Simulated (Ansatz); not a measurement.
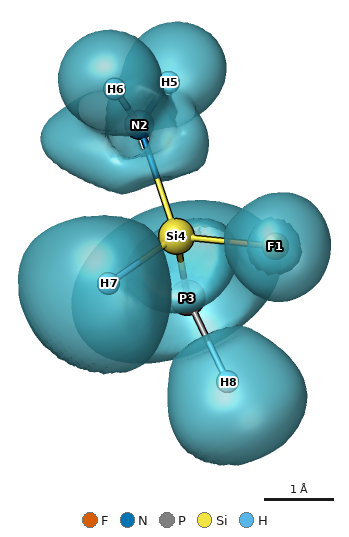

The picture shows: FH$_{4}$NPSi (doublet). Isosurface of the electron localisation function at 0.75 (cyan), seen at an oblique angle. Core shells and regions of very low density are left out.

Geometry: B3LYP/6-31G*.

The calculation used isolated molecule in a Gaussian basis; Kohn-Sham density functional theory, functional PBE0 in Ansatz 0.2.0.

Input

```
crystal:
  periodic: [false, false, false]
  atoms:
    - {symbol: F, position_ang: [0.158216, -1.357010, -0.697232]}
    - {symbol: N, position_ang: [-1.079326, -0.880803, 1.780568]}
    - {symbol: P, position_ang: [-2.136951, 0.852578, -0.705541]}
    - {symbol: Si, position_ang: [-1.239698, -1.067115, 0.081476]}
    - {symbol: H, position_ang: [-0.675543, -0.042579, 2.181330]}
    - {symbol: H, position_ang: [-0.912761, -1.687061, 2.371561]}
    - {symbol: H, position_ang: [-2.088126, -2.263657, -0.146427]}
    - {symbol: H, position_ang: [-2.003060, 0.452616, -2.072773]}
basis:
  gaussian:
    orbitals: def2-TZVPD
magnetization:
  spin_polarized: true
  initial_magnetization: 1
hamiltonian:
  xc: {name: PBE0}
output:
  forces: true
  orbitals: {seedname: orbitals}
```

Command:

```sh
ansatz run input.yaml --threads 1 --pin off --max-ram 2610MiB --events-out events.jsonl --progress --plain --runs-dir runs
```

> Describe the localisation domains.

The surface consists of two regions around hydrogen nuclei, one region on P in which the atom's valence shell and bonds are merged, one region wrapped around F (its lone pairs, merged into a ring or cap) and one joined region spread over several atoms (H, N), in which their bonds and any lone pairs are merged.

Values along the shortest contacts:
Si–F (1.63 Å): the ELF peaks at about 0.85 in the valence shell of F, 0.6 Å from its nucleus, and is about 0.55 at the midpoint. Si–N (1.72 Å): the ELF peaks at about 0.90 between the atoms; a shared but strongly polarised pair.
